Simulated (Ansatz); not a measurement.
```xyz
5

C     0.2300   -0.5002   -0.4697
O     0.2865    0.8299   -0.3443
Zn    0.6533   -1.7328    1.2148
H     1.2218    1.0872   -0.2986
H    -0.8725   -0.7069   -0.5493
```

Geometry: r2SCAN-D4/def2-SVP.

Level of theory: Ansatz 0.2.0, isolated molecule in a Gaussian basis; Kohn-Sham density functional theory, functional PBE0.

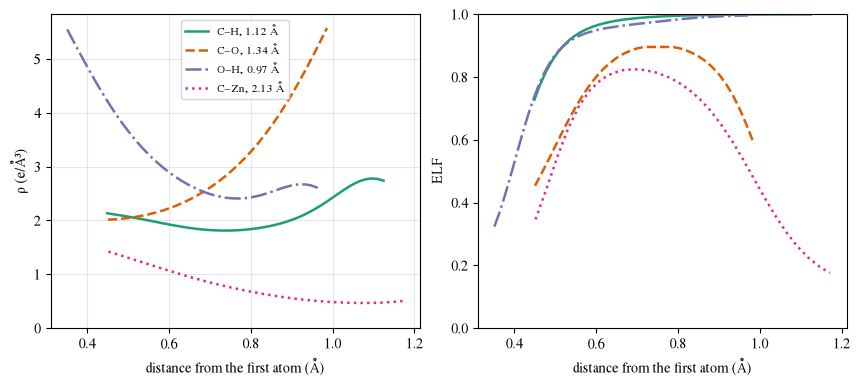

CH2OZn. Electron density and electron localisation function along straight lines between neighbouring atoms. The curves leave out the atomic cores.

> What can be read from the curves?

C–H (1.12 Å): ρ is about 2 e/Å³ halfway; the ELF climbs to about 1 towards the hydrogen, as it does in any bond to H (a covalent bond by its length).
C–O (1.34 Å): ρ is about 2.5 e/Å³ halfway; the ELF peaks at about 0.90 between the atoms: a polar covalent bond.
O–H (0.97 Å): the density is about 3.8 e/Å³ at the midpoint; the ELF climbs to about 1 towards the hydrogen: an ordinary covalent bond to hydrogen.
C–Zn (2.13 Å): ρ is about 0.47 e/Å³ halfway; the ELF peaks at about 0.80 in the valence shell of C, 0.7 Å from its nucleus, and is about 0.30 at the midpoint.
